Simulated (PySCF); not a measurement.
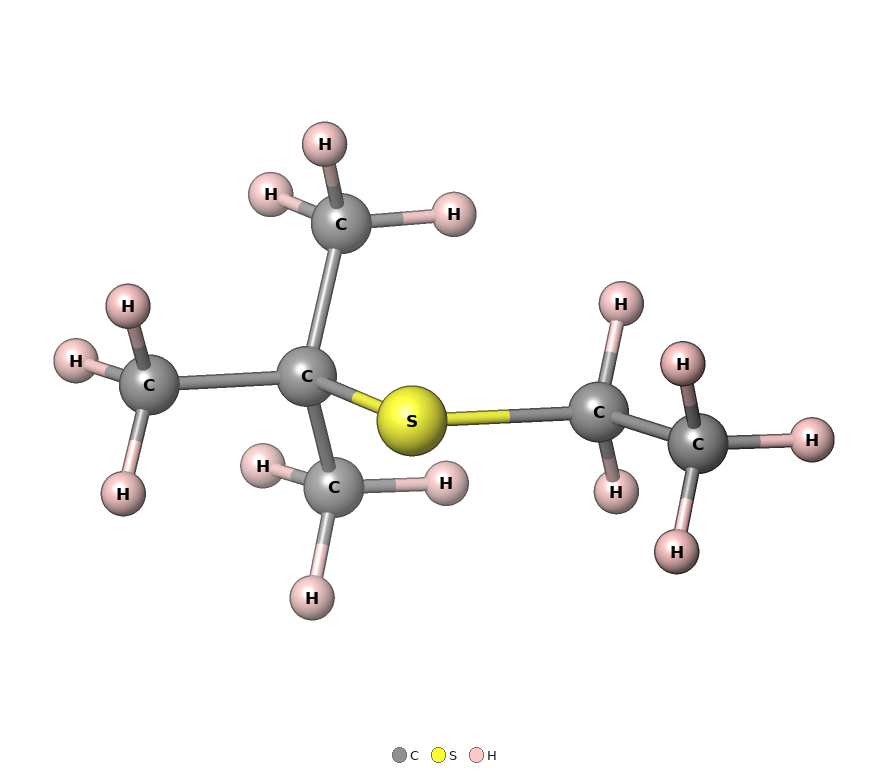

Orthographic view. Distant atoms are faded towards the background colour. Computed geometry: PBE0-D3(BJ)/def2-SVP optimisation. No frequency run is at hand to confirm it as a minimum.

Give the standard InChI.

InChI=1S/C6H14S/c1-5-7-6(2,3)4/h5H2,1-4H3
